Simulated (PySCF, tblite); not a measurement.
# C₄H₁₀OSi: geometry, infrared bands and NMR shifts

Aim: predict the infrared bands and NMR shifts of C₄H₁₀OSi (`CO[C@H]1CC[SiH2]1`).

Programs: tblite 0.8.0 and PySCF 2.14.0, with density-fitted response routines of our own. Each step states its level of theory. These are calculated values for one molecule in the gas phase, unless marked as measured. Atoms are numbered from 0 throughout.

## 1. The starting structure

16 atoms, charge 0, multiplicity 1; geometry from: force field or distance geometry start.

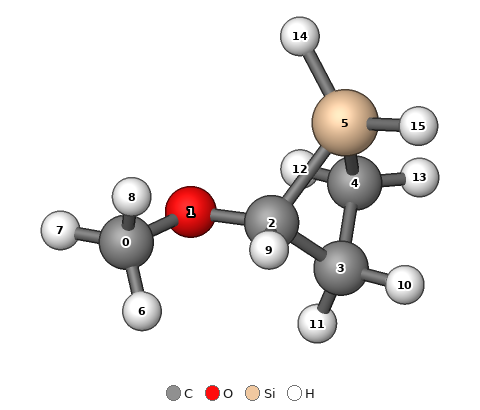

As it starts; carbon grey, oxygen red, silicon light orange, hydrogen white, atoms numbered.

## 2. Geometry optimisation with GFN2-xTB

Job settings and geometry (Å):

```
{"job": {"kind": "relax", "xc": "GFN2-xTB", "basis": "xTB"}, "charge": 0, "multiplicity": 1}
C      2.307500    -0.232700     0.556900
O      0.925100    -0.120100     0.883700
C      0.253600    -0.062900    -0.302900
C     -0.924100    -0.986500    -0.426300
C     -1.746800    -0.051400     0.446800
Si    -0.961300     1.345100    -0.466800
H      2.414100    -1.137300    -0.037100
H      2.848900    -0.233100     1.530800
H      2.566700     0.705100     0.027800
H      0.889100    -0.103500    -1.190400
H     -1.403500    -1.040800    -1.436600
H     -0.809800    -1.993100     0.040600
H     -1.475800    -0.100400     1.520600
H     -2.842400    -0.143600     0.332300
H     -0.663700     2.545900     0.326200
H     -1.385200     1.618500    -1.816700
```

Started as:

```
$ OMP_NUM_THREADS=1 python probes_run.py task.json out
```

One launch serves the whole session: the jobs run in the order shown.

The program printed:

```text
step      E/eV     max force
  0    -527.28914    3.405
  1    -527.64917    1.471
  2    -527.78916    1.000
  3    -527.94573    0.734
  4    -527.99340    0.501
  5    -528.03138    0.493
  6    -528.06239    0.528
  7    -528.09659    0.504
  8    -528.12164    0.419
  9    -528.13689    0.319
 10    -528.14715    0.306
 11    -528.15973    0.319
 12    -528.17496    0.406
 13    -528.18811    0.349
 14    -528.19621    0.179
 15    -528.20130    0.185
 16    -528.20557    0.173
 17    -528.20966    0.162
 18    -528.21341    0.154
 19    -528.21655    0.142
 20    -528.21921    0.132
 21    -528.22195    0.148
 22    -528.22530    0.157
 23    -528.22931    0.195
 24    -528.23363    0.182
 25    -528.23791    0.202
 26    -528.24208    0.182
 27    -528.24605    0.151
 28    -528.24954    0.119
 29    -528.25234    0.123
 30    -528.25484    0.144
 31    -528.25755    0.139
 32    -528.26042    0.121
 33    -528.26294    0.122
 34    -528.26486    0.124
 35    -528.26641    0.128
 36    -528.26796    0.101
 37    -528.26980    0.119
 38    -528.27199    0.125
 39    -528.27430    0.154
 40    -528.27626    0.146
 41    -528.27773    0.097
 42    -528.27913    0.094
 43    -528.28096    0.137
 44    -528.28328    0.148
 45    -528.28586    0.178
 46    -528.28901    0.186
 47    -528.29422    0.228
 48    -528.29911    0.271
 49    -528.30502    0.224
 50    -528.30953    0.189
 51    -528.31233    0.159
 52    -528.31404    0.194
 53    -528.31658    0.163
 54    -528.32051    0.157
 55    -528.32299    0.118
 56    -528.32593    0.147
 57    -528.32859    0.161
 58    -528.33223    0.210
 59    -528.33829    0.178
 60    -528.34139    0.244
 61    -528.34830    0.157
 62    -528.35111    0.158
 63    -528.35413    0.144
 64    -528.35714    0.149
 65    -528.35987    0.149
 66    -528.36251    0.105
 67    -528.36520    0.137
 68    -528.36775    0.117
 69    -528.36912    0.147
 70    -528.36999    0.296
 71    -528.37331    0.135
 72    -528.37465    0.083
 73    -528.37590    0.064
 74    -528.37670    0.102
 75    -528.37773    0.084
 76    -528.37923    0.089
 77    -528.38081    0.092
 78    -528.38223    0.087
 79    -528.38336    0.079
 80    -528.38440    0.080
 81    -528.38531    0.073
 82    -528.38611    0.059
 83    -528.38664    0.051
 84    -528.38714    0.049
 85    -528.38768    0.055
 86    -528.38823    0.053
 87    -528.38872    0.049
 88    -528.38913    0.047
 89    -528.38956    0.049
 90    -528.39018    0.073
 91    -528.39128    0.094
 92    -528.39273    0.106
 93    -528.39410    0.088
 94    -528.39487    0.067
 95    -528.39541    0.067
 96    -528.39582    0.043
 97    -528.39642    0.032
 98    -528.39664    0.027
 99    -528.39686    0.029
100    -528.39698    0.026
101    -528.39709    0.021
102    -528.39718    0.019
103    -528.39727    0.018
104    -528.39733    0.018
105    -528.39737    0.014
106    -528.39739    0.010
```

Wall time 0.34 s (1 thread of AMD EPYC 9R45, shared host).

Step by step: (not every step is listed)

| step | energy from step 0 (eV) | largest force (eV/Å) |
| --- | --- | --- |
| 0 | 0.0000 | 3.4050 |
| 1 | -0.3600 | 1.4713 |
| 2 | -0.5000 | 0.9998 |
| 3 | -0.6566 | 0.7344 |
| 4 | -0.7043 | 0.5013 |
| 5 | -0.7422 | 0.4925 |
| 6 | -0.7733 | 0.5280 |
| 7 | -0.8075 | 0.5035 |
| 8 | -0.8325 | 0.4195 |
| 17 | -0.9205 | 0.1616 |
| 26 | -0.9529 | 0.1821 |
| 35 | -0.9773 | 0.1277 |
| 44 | -0.9941 | 0.1478 |
| 53 | -1.0274 | 0.1632 |
| 62 | -1.0620 | 0.1583 |
| 71 | -1.0842 | 0.1355 |
| 80 | -1.0953 | 0.0804 |
| 89 | -1.1004 | 0.0493 |
| 98 | -1.1075 | 0.0272 |
| 101 | -1.1080 | 0.0210 |
| 102 | -1.1080 | 0.0192 |
| 103 | -1.1081 | 0.0180 |
| 104 | -1.1082 | 0.0185 |
| 105 | -1.1082 | 0.0136 |
| 106 | -1.1082 | 0.0096 |

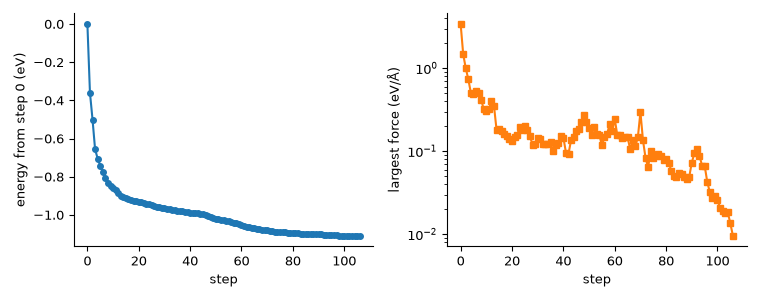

Energy and force, step by step.

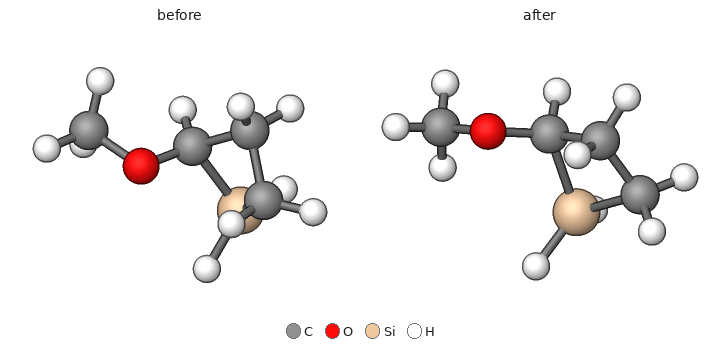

Before and after, at one scale.

Close pairs (by a distance rule), those that changed most:

| bond | before (Å) | after (Å) | change (Å) |
| --- | --- | --- | --- |
| C2–Si5 | 1.867 | 1.935 | +0.068 |
| C4–Si5 | 1.844 | 1.911 | +0.066 |
| O1–C2 | 1.365 | 1.417 | +0.052 |
| C2–C3 | 1.502 | 1.538 | +0.037 |
| C3–H10 | 1.120 | 1.089 | -0.030 |
| C0–O1 | 1.425 | 1.396 | -0.029 |
| C3–H11 | 1.115 | 1.088 | -0.027 |
| C0–H7 | 1.114 | 1.089 | -0.026 |

The final coordinates are the input of the step that follows.

## 3. Vibrational analysis with GFN2-xTB

Job settings and geometry (Å):

```
{"job": {"kind": "ir", "xc": "GFN2-xTB", "basis": "xTB"}, "charge": 0, "multiplicity": 1}
C      2.438421     0.022392     0.265442
O      1.267748    -0.669984     0.580857
C      0.206537    -0.382912    -0.313144
C     -1.079899    -1.124105     0.089916
C     -2.097026     0.030989    -0.004851
Si    -0.694458     1.321067    -0.145561
H      2.815891    -0.262577    -0.726411
H      3.176622    -0.237057     1.022323
H      2.268828     1.109157     0.270126
H      0.522132    -0.636357    -1.336924
H     -1.314379    -1.977444    -0.545369
H     -0.969591    -1.477031     1.113589
H     -2.767400     0.094101     0.848999
H     -2.715834    -0.049486    -0.897056
H     -0.387864     2.049483     1.083229
H     -0.677328     2.198706    -1.316576
```

The program printed:

```text
mode    cm-1     km/mol
  1      73.6      0.20
  2     109.4      3.21
  3     180.9      0.63
  4     238.7      3.25
  5     298.7      4.73
  6     402.1      5.79
  7     449.2     28.01
  8     490.2     18.77
  9     544.3      8.24
 10     615.1    157.10
 11     666.3    106.83
 12     710.7     35.88
 13     751.6    114.18
 14     774.5    196.83
 15     881.6     29.95
 16     966.1      4.99
 17    1017.8      4.32
 18    1052.8     11.31
 19    1076.6      1.65
 20    1123.8     75.21
 21    1139.6     10.88
 22    1164.0     20.91
 23    1180.3     12.26
 24    1207.4      6.25
 25    1216.6      9.01
 26    1270.2      4.17
 27    1311.3     14.81
 28    1408.5      0.44
 29    1467.9      2.10
 30    1467.9      3.83
 31    1486.9      2.04
 32    1495.5      2.66
 33    2255.9    381.22
 34    2281.7    283.88
 35    2820.4     83.16
 36    2861.4     74.95
 37    2894.9     58.77
 38    2986.5     22.19
 39    3000.5     63.28
 40    3012.1     23.52
 41    3020.9     22.20
 42    3023.4     38.72
```

Run time: 0.25 s. Hardware: 1 thread of AMD EPYC 9R45, shared host.

The strongest bands and the atoms that carry them (share of the mass-weighted mode):

| cm⁻¹ | km/mol | atoms |
| --- | --- | --- |
| 615 | 157.1 | H14 52 %, H15 26 %, C2 10 % |
| 666 | 106.8 | C2 32 %, Si5 24 %, H15 12 % |
| 752 | 114.2 | H15 30 %, H14 23 %, C4 22 %, H12 13 % |
| 774 | 196.8 | C4 22 %, Si5 21 %, H14 19 %, H15 15 % |
| 1124 | 75.2 | O1 41 %, C0 23 %, C2 20 % |
| 2256 | 381.2 | H15 96 % |
| 2282 | 283.9 | H14 96 % |
| 2820 | 83.2 | H9 93 % |

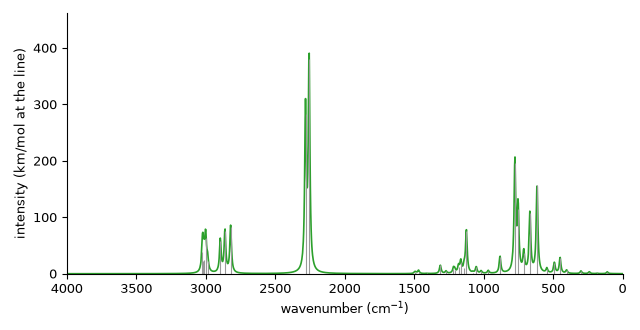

The infrared spectrum from these modes, unscaled. Lines are broadened to a width of 14 cm⁻¹ (Lorentzian).

## 4. Nuclear shieldings: PBE0/pcSseg-1

Same as in step 3 but for these lines:

```diff
@@ -1,2 +1,2 @@
-{"job": {"kind": "ir", "xc": "GFN2-xTB", "basis": "xTB"}, "charge": 0, "multiplicity": 1}
+{"job": {"kind": "nmr", "xc": "PBE0", "basis": "pcSseg-1"}, "charge": 0, "multiplicity": 1}
 C      2.438421     0.022392     0.265442
```

Method: GIAO PBE0/pcSseg-1 NMR shielding, non-relativistic, gas phase.

The program printed:

```text
coarse grid: 13256 points
cycle   1  E = -522.5566807403  dE =  5.939e-01  |g| = 5.837e-01  |ddm| = 3.451e+00
cycle   2  E = -522.4694586492  dE =  8.722e-02  |g| = 8.796e-01  |ddm| = 1.393e+00
cycle   3  E = -522.6287057634  dE = -1.592e-01  |g| = 7.628e-02  |ddm| = 9.368e-01
cycle   4  E = -522.6294651856  dE = -7.594e-04  |g| = 4.004e-02  |ddm| = 7.695e-02
cycle   5  E = -522.6298363767  dE = -3.712e-04  |g| = 6.432e-03  |ddm| = 3.797e-02
cycle   6  E = -522.6298454157  dE = -9.039e-06  |g| = 2.365e-03  |ddm| = 7.613e-03
final grid: 121688 points
cycle   7  E = -522.6770541604  dE = -1.944e-05  |g| = 1.266e-02  |ddm| = 2.322e-02
cycle   8  E = -522.6770151760  dE =  3.898e-05  |g| = 1.887e-02  |ddm| = 2.223e-02
cycle   9  E = -522.6770874701  dE = -7.229e-05  |g| = 1.038e-03  |ddm| = 1.345e-02
cycle  10  E = -522.6770876976  dE = -2.275e-07  |g| = 2.581e-04  |ddm| = 1.232e-03
cycle  11  E = -522.6770877119  dE = -1.426e-08  |g| = 7.340e-05  |ddm| = 3.197e-04
cycle  12  E = -522.6770877130  dE = -1.163e-09  |g| = 2.254e-05  |ddm| = 7.300e-05
cycle  13  E = -522.6770877132  dE = -1.143e-10  |g| = 2.489e-06  |ddm| = 1.836e-05
converged SCF energy = -522.6770877132

GIAO shielding tensors (ppm)
atom      isotropic    diamagn.    paramagn.     s11        s22        s33       span
  0 C      127.495     244.791    -117.296     97.335    102.240    182.910     85.575
  1 O      295.420     396.680    -101.260    253.000    305.049    328.212     75.211
  2 C      107.183     249.799    -142.616     68.634     95.841    157.075     88.441
  3 C      153.887     249.910     -96.023    130.738    152.058    178.866     48.128
  4 C      185.358     253.322     -67.965    172.611    180.050    203.412     30.801
  5 Si     381.712     880.496    -498.784    356.122    359.550    429.463     73.341
  6 H       28.670      29.121      -0.451     24.987     26.127     34.896      9.909
  7 H       27.932      28.380      -0.448     23.936     25.428     34.432     10.496
  8 H       28.711      29.971      -1.259     25.276     27.387     33.471      8.195
  9 H       27.807      32.445      -4.638     24.906     27.764     30.751      5.844
 10 H       28.821      30.847      -2.026     24.397     27.268     34.798     10.401
 11 H       29.189      31.715      -2.526     25.567     28.912     33.088      7.521
 12 H       30.430      29.839       0.591     26.228     27.345     37.716     11.489
 13 H       30.545      30.246       0.299     26.868     27.765     37.002     10.134
 14 H       27.015      29.716      -2.701     24.289     25.581     31.174      6.886
 15 H       26.892      29.515      -2.623     23.847     24.771     32.059      8.212
```

Run time: 9 s. Hardware: 1 thread of AMD EPYC 9R45, shared host; peak memory 0.73 GiB.

Shifts follow as δ = σ(reference) − σ, with reference shieldings (ppm) from runs at the same level and on the same kind of geometry: ¹H TMS 31.72, ¹³C TMS 186.9, ²⁹Si TMS 349.2, ¹⁷O H2O 336.1. The references are single molecules in the gas phase, so shifts against H2O, NH3, PH3, H3PO4 or CFCl3 are not on the usual liquid scales and can be off by tens of ppm. Atoms listed in one row are averaged.

| atoms | environment | σ (ppm) | δ (ppm) | δ scaled to CDCl3 |
| --- | --- | --- | --- | --- |
| C2 | sp3 CH bonded to O and Si | 107.2 | 79.7 | 75.9 |
| C0 | methyl carbon bonded to O | 127.5 | 59.4 | 56.1 |
| C3 | sp3 CH2 in a ring | 153.9 | 33.0 | 30.3 |
| C4 | sp3 CH2 bonded to Si | 185.4 | 1.6 | -0.4 |
| H15 | hydrogen on a silicon bonded to 2 C, in a 4-membered ring | 26.89 | 4.82 | – |
| H14 | hydrogen on a silicon bonded to 2 C, in a 4-membered ring | 27.01 | 4.70 | – |
| H9 | hydrogen on an sp3 CH bonded to O and Si | 27.81 | 3.91 | 3.79 |
| H6, H7, H8 | hydrogen on a methyl carbon bonded to O | 28.44 | 3.28 | 3.20 |
| H10 | hydrogen on an sp3 CH2 in a ring | 28.82 | 2.90 | 2.84 |
| H11 | hydrogen on an sp3 CH2 in a ring | 29.19 | 2.53 | 2.49 |
| H12 | hydrogen on an sp3 CH2 bonded to Si | 30.43 | 1.29 | 1.32 |
| H13 | hydrogen on an sp3 CH2 bonded to Si | 30.55 | 1.17 | 1.21 |
| O1 | ether oxygen | 295.4 | 40.7 | – |
| Si5 | silicon bonded to 2 C, 2 H, in a 4-membered ring | 381.7 | -32.6 | – |

The scaled column applies a straight-line fit of computed shieldings to shifts measured in CDCl3 (root-mean-square error 0.16 ppm for H, 1.9 ppm for C).

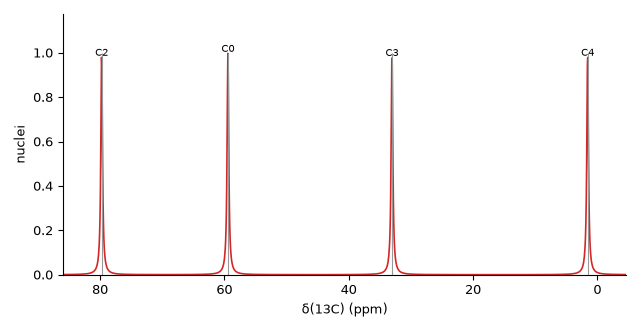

¹³C lines at the computed shifts, without couplings. Lines are broadened to a width of 0.31 ppm (Lorentzian).

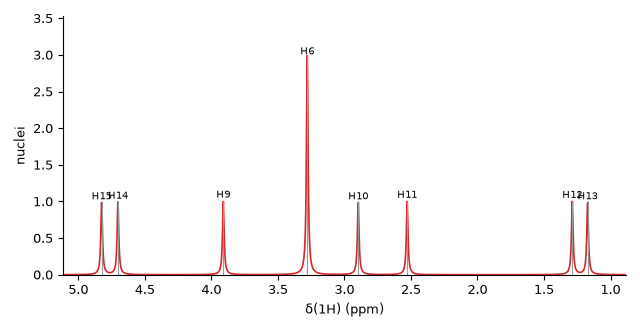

¹H lines at the computed shifts, without couplings. Lines are broadened to a width of 0.01 ppm (Lorentzian).

Charges from the same density, by scheme (e):

| atoms | Mulliken | IAO | Hirshfeld | ESP fit |
| --- | --- | --- | --- | --- |
| C0 | -0.02 | -0.19 | -0.04 | -0.12 |
| O1 | -0.49 | -0.38 | -0.15 | -0.38 |
| C2 | -0.19 | -0.16 | -0.04 | 0.17 |
| C3 | -0.17 | -0.26 | -0.08 | -0.09 |
| C4 | -0.52 | -0.54 | -0.16 | -0.24 |
| Si5 | 0.60 | 0.68 | 0.33 | 0.31 |

ESP fit charges:

C0 -0.12; O1 -0.38; C2 0.17; C3 -0.09; C4 -0.24; Si5 0.31; H6 0.07; H7 0.13; H8 0.06; H9 0.03; H10 0.04; H11 0.07; H12 0.07; H13 0.07; H14 -0.06; H15 -0.11

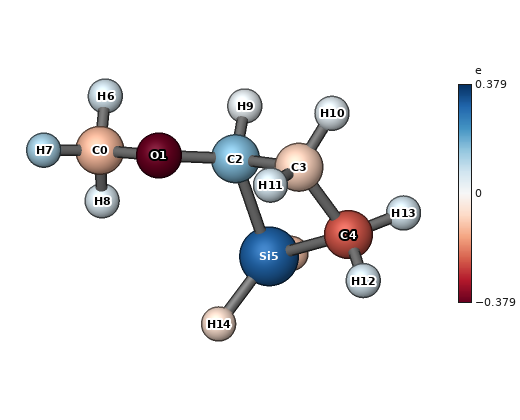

ESP fit charges, as colours on the atoms.

Mayer bond orders: C0–O1 0.94, O1–C2 0.88, C2–C3 0.99, C3–C4 1.00, C4–Si5 0.95, Si5–C2 0.89.

Ring of atoms C2, C3, C4, Si5: NICS(0) 0.7, NICS(1) -0.9, NICS(1)zz 4.4 ppm (means of both faces).

## 5. What came out

| quantity | value |
| --- | --- |
| strongest single infrared mode (GFN2-xTB) | 2256 cm⁻¹, 381 km/mol |
| zero-point energy (GFN2-xTB) | 80.6 kcal/mol |
| ¹³C shifts against TMS (PBE0/pcSseg-1) | 79.7, 59.4, 33.0, 1.6 ppm |
| ¹H shifts against TMS (PBE0/pcSseg-1, means over atoms taken as alike) | 4.82, 4.70, 3.91, 3.28, 2.90, 2.53, 1.29, 1.17 ppm |
| ¹⁷O shifts against H2O (PBE0/pcSseg-1) | 40.7 ppm |
| ²⁹Si shifts against TMS (PBE0/pcSseg-1) | -32.6 ppm |

What this shows: Over 106 steps the energy fell by 1.108 eV; of the close pairs, C2–Si5 changed most, 1.867 to 1.935 Å. All 42 modes are real, so the xTB geometry is a minimum. The strongest single mode, at 2256 cm⁻¹, moves mainly H15. Unscaled tight-binding wavenumbers are off by several per cent, some by more. Its intensities can rank the bands wrongly. The most deshielded carbon is C2 (sp3 CH bonded to O and Si), at 79.7 ppm: pulled downfield by the heteroatom.
